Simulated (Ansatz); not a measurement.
# H4Si: molecular dynamics

Purpose: to follow the molecule's vibrations and see whether its bonds hold. The start is relaxed first. Runs: 300 steps of 0.5 fs under a Nosé-Hoover thermostat at 500 K. SMILES of the start: [SiH4].

Method: RKS CAM-B3LYP-D4/def2-TZVP, in Ansatz 0.2.0.

### 1 The system as given

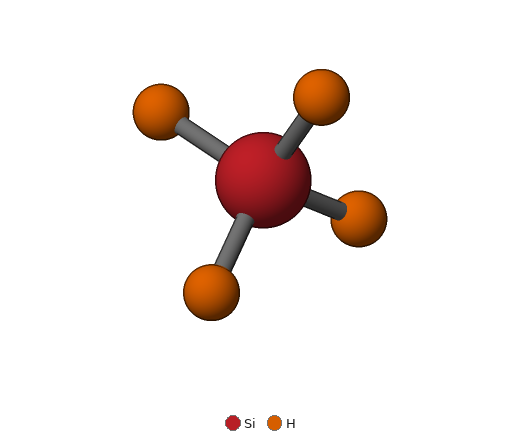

The starting structure, seen from a free direction (silicon red, hydrogen orange).

Coordinates:

```xyz
5

Si    0.0000    0.0000    0.0000
H     0.0000    0.0000    1.4600
H     1.3768    0.0000   -0.4862
H    -0.6877    1.1914   -0.4862
H    -0.6877   -1.1914   -0.4862
```

### 2 Relaxing the start

input.yaml

```yaml
crystal:
  periodic: [false, false, false]
  atoms:
    - { symbol: Si, position_ang: [0.0, 0.0, 0.0] }
    - { symbol: H, position_ang: [0.0, 0.0, 1.46] }
    - { symbol: H, position_ang: [1.3768, 0.0, -0.4862] }
    - { symbol: H, position_ang: [-0.6877, 1.1914, -0.4862] }
    - { symbol: H, position_ang: [-0.6877, -1.1914, -0.4862] }
basis:
  gaussian: { orbitals: def2-TZVP }
hamiltonian:
  xc: cam_b3lyp
  dispersion: d4
relax:
  f_tol: 0.02
  max_steps: 40
output:
  orbitals: {}
```

The run is started by

```console
$ ansatz run input.yaml --threads 1 --pin off --max-ram 2048MiB --backend cpu --events-out ev --progress --plain --runs-dir out
```

Standard output, shortened:

```text
Warning: RAYON_NUM_THREADS=1 ignored (pool sized by the plan → 1); use --threads N
[...]
Functional definition: CAM-B3LYP
[...]
437 factors; their error is unknown
176 factors; integrals over basis functions are off by at most 7.1e-7 eV
[...]
mean field -7942.73435249 eV, -291.8901036753 hartree, gradient 8.6e-6 eV, S^2 0.000000; 0 other end points of the search recorded, 0 dependent functions left out
[...]
reference -7942.73445489 eV, -291.8901074383 hartree; 9, 9 occupied and 52, 52 virtual orbitals, 437 factors
relax step   1: F+E_penalty+E_count = -7942.76847836 eV  Δ(F+E_penalty+E_count) = +0.000e0 eV  max|allowed force component| = 3.458e-1 eV/Å  Δτ_max = 0.0000 Å  (21 SCF iters, accepted)
[...]
relax step   2: F+E_penalty+E_count = -7942.78011738 eV  Δ(F+E_penalty+E_count) = -1.164e-2 eV  max|allowed force component| = 9.176e-2 eV/Å  Δτ_max = 0.0132 Å  (23 SCF iters, accepted)
[...]
relax step   3: F+E_penalty+E_count = -7942.78104848 eV  Δ(F+E_penalty+E_count) = -9.311e-4 eV  max|allowed force component| = 1.059e-3 eV/Å  Δτ_max = 0.0050 Å  (23 SCF iters, accepted)
437 factors; their error is unknown
176 factors; integrals over basis functions are off by at most 7.2e-7 eV
[...]
mean field -7942.74689348 eV, -291.8905645483 hartree, gradient 3.6e-5 eV, S^2 0.000000; 1 other end points of the search recorded, 0 dependent functions left out
[...]
reference -7942.74699627 eV, -291.8905683258 hartree; 9, 9 occupied and 52, 52 virtual orbitals, 437 factors
Total energy: -7942.78115127 eV, -291.8918234989 hartree
Atom 0 at     0.000283    -0.000000     0.000267 Å, force     0.000172    -0.000000     0.000201 eV/Å
Atom 1 at     0.000099     0.000000     1.477699 Å, force     0.000022    -0.000000     0.001059 eV/Å
Atom 2 at     1.393293    -0.000000    -0.492025 Å, force     0.000810     0.000000    -0.000359 eV/Å
Atom 3 at    -0.696137     1.206314    -0.492270 Å, force    -0.000502     0.000947    -0.000451 eV/Å
Atom 4 at    -0.696137    -1.206314    -0.492270 Å, force    -0.000502    -0.000947    -0.000451 eV/Å
Dipole moment:     0.000002     0.000000    -0.000015 e Å
```

Wall time 3.2 s (1 thread of Arm Neoverse V1, shared host); peak memory 0.1 GiB.

The steps of the relaxation:

```
step  energy from step 1 (eV)  largest force component (eV/Å)
   1                   0.0000                          0.3458
   2                  -0.0116                          0.0918
   3                  -0.0126                          0.0011
```

Step 1 is the start.

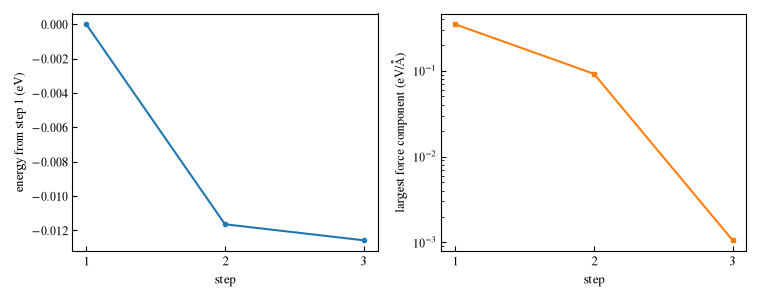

How energy and force went from step to step.

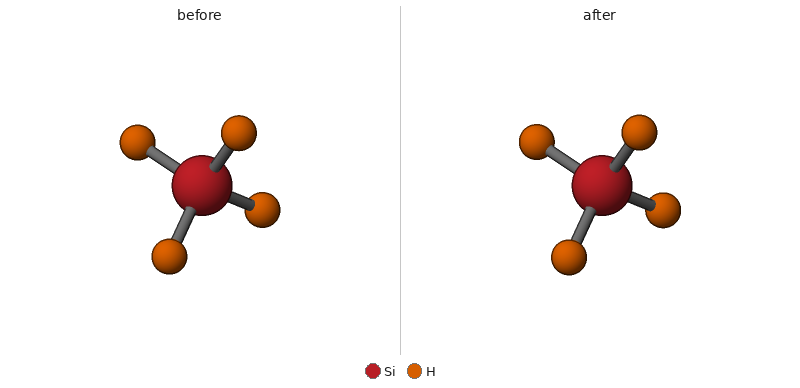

The structure before (left) and after (right), drawn at the same scale.

After: Bond lengths: Si1–H2 1.477 Å, Si1–H3 1.477 Å, Si1–H4 1.477 Å, Si1–H5 1.477 Å. Angles: H2–Si1–H3 109.5°, H2–Si1–H4 109.5°, H2–Si1–H5 109.5°, H3–Si1–H4 109.5°, H3–Si1–H5 109.5°, H4–Si1–H5 109.5°.

### 3 The run

300 steps of 0.5 fs under a Nosé-Hoover thermostat at 500 K, from the relaxed start.

input.yaml

```yaml
crystal:
  periodic: [false, false, false]
  atoms:
    - { symbol: Si, position_ang: [0.000283, 0.0, 0.000267] }
    - { symbol: H, position_ang: [9.9e-05, 0.0, 1.477699] }
    - { symbol: H, position_ang: [1.393293, 0.0, -0.492025] }
    - { symbol: H, position_ang: [-0.696137, 1.206314, -0.49227] }
    - { symbol: H, position_ang: [-0.696137, -1.206314, -0.49227] }
basis:
  gaussian: { orbitals: def2-TZVP }
hamiltonian:
  xc: cam_b3lyp
  dispersion: d4
md:
  timestep: 0.5
  n_steps: 300
  ensemble: nvt_nose_hoover
  temperature: 500.0
  initial_velocities: maxwell_boltzmann
  seed: 665938
```

The run is started by

```console
$ ansatz run input.yaml --threads 1 --pin off --max-ram 2048MiB --backend cpu --events-out ev --progress --plain --runs-dir out
```

Standard output, shortened:

```text
Warning: RAYON_NUM_THREADS=1 ignored (pool sized by the plan → 1); use --threads N
[...]
Functional definition: CAM-B3LYP
[...]
437 factors; their error is unknown
176 factors; integrals over basis functions are off by at most 7.2e-7 eV
[...]
mean field -7942.74689348 eV, -291.8905645483 hartree, gradient 8.9e-6 eV, S^2 0.000000; 0 other end points of the search recorded, 0 dependent functions left out
[...]
reference -7942.74699627 eV, -291.8905683258 hartree; 9, 9 occupied and 52, 52 virtual orbitals, 437 factors
md step     0: t =     0.00 fs  T =   500.0 K  F+E_penalty+E_count = -7942.78104848 eV  E_kin = 0.193890 eV  conserved = -7942.58715848 eV  (21 SCF iters)
[...]
md step    20: t =    10.00 fs  T =    34.9 K  F+E_penalty+E_count = -7942.59968050 eV  E_kin = 0.013532 eV  conserved = -7942.58634920 eV  (19 SCF iters)
[...]
md step    40: t =    20.00 fs  T =   366.9 K  F+E_penalty+E_count = -7942.72695797 eV  E_kin = 0.142283 eV  conserved = -7942.58681830 eV  (22 SCF iters)
[...]
md step    60: t =    30.00 fs  T =   293.5 K  F+E_penalty+E_count = -7942.69695494 eV  E_kin = 0.113813 eV  conserved = -7942.58696761 eV  (22 SCF iters)
[...]
md step    79: t =    39.50 fs  T =   178.4 K  F+E_penalty+E_count = -7942.64709721 eV  E_kin = 0.069186 eV  conserved = -7942.58642915 eV  (21 SCF iters)
md step    80: t =    40.00 fs  T =   138.7 K  F+E_penalty+E_count = -7942.63150532 eV  E_kin = 0.053781 eV  conserved = -7942.58636329 eV  (22 SCF iters)
```

### 4 The output, continued: dynamics from the start

Output, continued, shortened:

```text
md step    81: t =    40.50 fs  T =   111.2 K  F+E_penalty+E_count = -7942.62070443 eV  E_kin = 0.043104 eV  conserved = -7942.58633613 eV  (19 SCF iters)
[...]
md step   107: t =    53.50 fs  T =   377.9 K  F+E_penalty+E_count = -7942.71777156 eV  E_kin = 0.146526 eV  conserved = -7942.58664320 eV  (21 SCF iters)
[...]
md step   133: t =    66.50 fs  T =   411.5 K  F+E_penalty+E_count = -7942.72359982 eV  E_kin = 0.159586 eV  conserved = -7942.58698413 eV  (22 SCF iters)
[...]
md step   159: t =    79.50 fs  T =   212.6 K  F+E_penalty+E_count = -7942.63448985 eV  E_kin = 0.082447 eV  conserved = -7942.58675136 eV  (21 SCF iters)
[...]
md step   183: t =    91.50 fs  T =   241.0 K  F+E_penalty+E_count = -7942.62902297 eV  E_kin = 0.093470 eV  conserved = -7942.58616416 eV  (22 SCF iters)
md step   184: t =    92.00 fs  T =   213.2 K  F+E_penalty+E_count = -7942.61771740 eV  E_kin = 0.082667 eV  conserved = -7942.58611237 eV  (22 SCF iters)
```

### 5 The log goes on: dynamics from the start

Output, continued, shortened:

```text
md step   185: t =    92.50 fs  T =   204.5 K  F+E_penalty+E_count = -7942.61399350 eV  E_kin = 0.079309 eV  conserved = -7942.58616450 eV  (22 SCF iters)
[...]
md step   206: t =   103.00 fs  T =   525.6 K  F+E_penalty+E_count = -7942.72663815 eV  E_kin = 0.203832 eV  conserved = -7942.58704169 eV  (22 SCF iters)
[...]
md step   227: t =   113.50 fs  T =   157.4 K  F+E_penalty+E_count = -7942.56524990 eV  E_kin = 0.061038 eV  conserved = -7942.58605720 eV  (22 SCF iters)
[...]
md step   248: t =   124.00 fs  T =   492.7 K  F+E_penalty+E_count = -7942.67719978 eV  E_kin = 0.191059 eV  conserved = -7942.58684496 eV  (21 SCF iters)
[...]
md step   299: t =   149.50 fs  T =   472.7 K  F+E_penalty+E_count = -7942.61908235 eV  E_kin = 0.183302 eV  conserved = -7942.58638334 eV  (22 SCF iters)
[...]
md step   300: t =   150.00 fs  T =   430.8 K  F+E_penalty+E_count = -7942.60157724 eV  E_kin = 0.167050 eV  conserved = -7942.58612591 eV  (21 SCF iters)
Total energy: -7942.60167901 eV, -291.8852280148 hartree
Atom 0 at     0.004694     0.011536     0.003361 Å, force     0.631320    -1.311217    -0.496197 eV/Å
Atom 1 at    -0.102543    -0.141762     1.429529 Å, force     0.380790     0.254781     0.863012 eV/Å
Atom 2 at     1.347268    -0.197648    -0.617627 Å, force    -0.063320     0.433434     0.419470 eV/Å
Atom 3 at    -0.663793     1.181293    -0.441820 Å, force    -0.389728     1.076877    -0.375677 eV/Å
Atom 4 at    -0.702714    -1.163305    -0.455149 Å, force    -0.559062    -0.453875    -0.410608 eV/Å
Dipole moment:     0.026950     0.078328     0.020110 e Å
```

Run time: 4 min. Hardware: 1 thread of Arm Neoverse V1, shared host; peak memory 0.098 GiB.

### 6 The trajectory

The trajectory, every 22 steps (energies from step 0):

```
time (fs)  T (K)  potential energy change (meV/atom)  conserved energy change (meV/atom)
      0.0    500                                 0.0                                0.00
     11.0     54                                34.8                                0.17
     22.0    310                                15.3                                0.04
     33.0    330                                14.3                                0.14
     44.0    171                                27.5                                0.06
     55.0    280                                20.5                                0.15
     66.0    397                                12.5                                0.03
     77.0     91                                38.6                                0.21
     88.0    514                                 8.0                                0.02
     99.0    184                                36.3                                0.20
    110.0    400                                23.2                                0.05
    121.0    363                                29.8                                0.22
    132.0    455                                26.5                                0.08
    143.0    308                                42.7                                0.24
    150.0    431                                35.9                                0.21
```

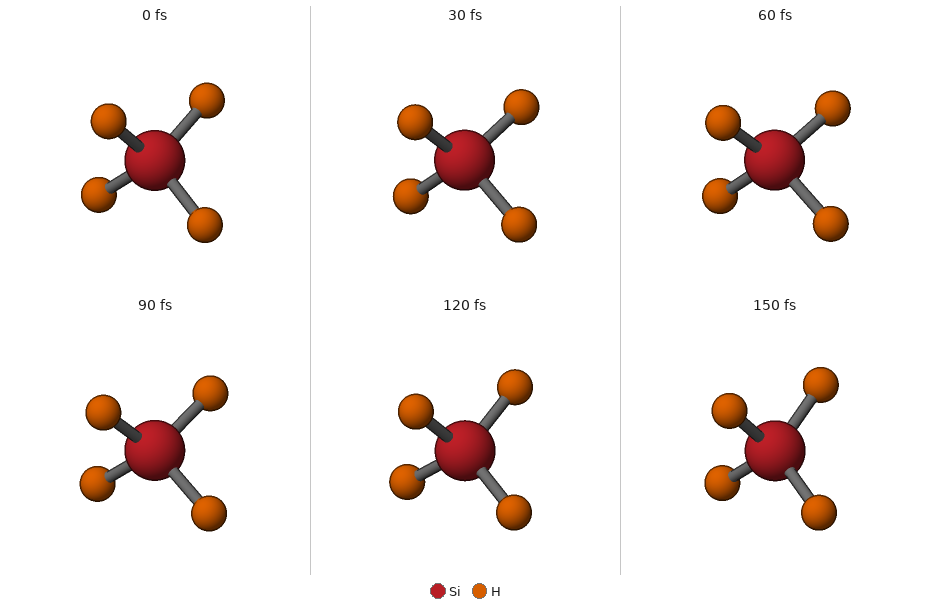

The system at six times, viewed from a chosen angle. Sticks join atoms within a bonding distance in each frame.

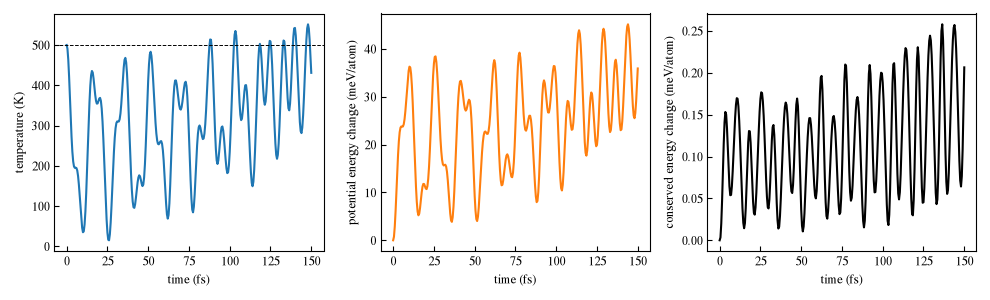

Traces against time; each panel has its own scale. The dashed line is the set temperature.

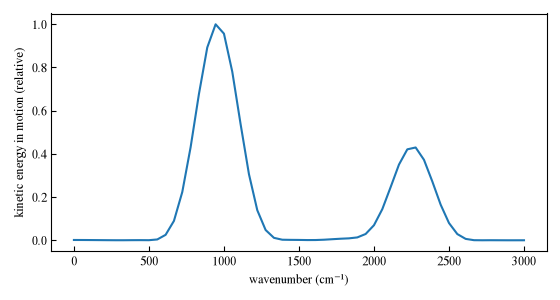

Power spectrum of the mass-weighted velocities; a run of 150 fs resolves no finer than about 440 cm⁻¹.

Maxima of the velocity power spectrum (cm⁻¹, relative height; resolution about 440 cm⁻¹): 950 (100), 2280 (43).

### 7 Snapshots as a file

Extended XYZ, with forces in eV/Å:

```xyz
5
time_fs=19.0 T=355 dE=0.0587
Si   -0.003   -0.001    0.000    1.282   -0.197    0.055
H     0.039    0.009    1.458   -0.123   -0.029    0.382
H     1.429    0.029   -0.467   -0.482   -0.101    0.032
H    -0.677    1.153   -0.495   -0.483    0.939   -0.304
H    -0.710   -1.158   -0.498   -0.195   -0.611   -0.164
5
time_fs=37.5 T=388 dE=0.0512
Si    0.003    0.002    0.000   -0.349   -0.092    0.071
H    -0.087   -0.019    1.499    0.301    0.054   -0.400
H     1.378   -0.041   -0.563   -0.081    0.143    0.304
H    -0.696    1.250   -0.467    0.178   -0.471    0.034
H    -0.655   -1.255   -0.470   -0.049    0.366   -0.009
5
time_fs=56.0 T=254 dE=0.1130
Si    0.001   -0.004    0.000   -0.859    0.581    0.101
H     0.102    0.012    1.507   -0.401   -0.049   -0.542
H     1.405    0.046   -0.403    0.191   -0.160   -0.406
H    -0.734    1.229   -0.555    0.531   -0.673    0.509
H    -0.787   -1.176   -0.541    0.537    0.300    0.338
5
time_fs=75.0 T=278 dE=0.1189
Si    0.002    0.005    0.002    0.290   -0.616   -0.226
H    -0.130   -0.039    1.452    0.433    0.078    0.463
H     1.347   -0.093   -0.615    0.117    0.266    0.420
H    -0.655    1.217   -0.430   -0.345    0.439   -0.374
H    -0.621   -1.235   -0.447   -0.494   -0.168   -0.283
5
time_fs=94.0 T=259 dE=0.1468
Si   -0.005   -0.007   -0.001    1.196    0.513    0.138
H     0.153    0.038    1.452   -0.509   -0.156    0.382
H     1.446    0.072   -0.373   -0.420   -0.325   -0.405
H    -0.654    1.182   -0.506   -0.272    0.640   -0.079
H    -0.790   -1.101   -0.535    0.004   -0.671   -0.035
5
time_fs=112.5 T=221 dE=0.1900
Si    0.008    0.007    0.002   -1.415   -0.366   -0.017
H    -0.152   -0.091    1.501    0.557    0.242   -0.511
H     1.323   -0.141   -0.629    0.402    0.341    0.329
H    -0.707    1.291   -0.459    0.503   -0.905    0.195
H    -0.667   -1.269   -0.460   -0.047    0.689    0.004
5
time_fs=131.0 T=351 dE=0.1714
Si   -0.003   -0.010   -0.001   -0.614    1.203    0.084
H     0.165    0.047    1.488   -0.569   -0.233   -0.281
H     1.401    0.064   -0.383    0.321   -0.348   -0.583
H    -0.647    1.294   -0.508    0.334   -0.820    0.422
H    -0.838   -1.129   -0.564    0.529    0.198    0.358
5
time_fs=150.0 T=431 dE=0.1795
Si    0.005    0.011    0.003    0.631   -1.311   -0.496
H    -0.102   -0.142    1.429    0.381    0.255    0.863
H     1.347   -0.198   -0.618   -0.063    0.433    0.419
H    -0.664    1.181   -0.442   -0.390    1.077   -0.376
H    -0.703   -1.163   -0.455   -0.559   -0.454   -0.411
```

### 8 Summary of results

| quantity | value |
| --- | --- |
| relaxation of the start | 2 moves, 0.013 eV lower |
| length | 300 steps of 0.5 fs |
| temperature, first and last step | 500 and 431 K |
| temperature, second half | mean 352 K, from 84 to 551 K |
| potential energy, second half | +28 meV/atom from the start |
| largest change of the conserved energy | 0.26 meV/atom |
| bonds formed or broken | 0 |

In words: Against a set 500 K the second half averages 352 K with a spread of 117 K; 28 meV/atom has gone into potential energy, and a thermostat that acts over some 100 fs has not made it up in 150 fs. The conserved energy strays from its start by at most 0.26 meV/atom, 1.1 % of the mean kinetic energy, so a step of 0.5 fs is short enough over this time. The bonds all hold. A run of 150 fs with 5 atoms shows the motion but fixes no equilibrium value. The nuclei move classically, without zero-point motion, which matters most for hydrogen.
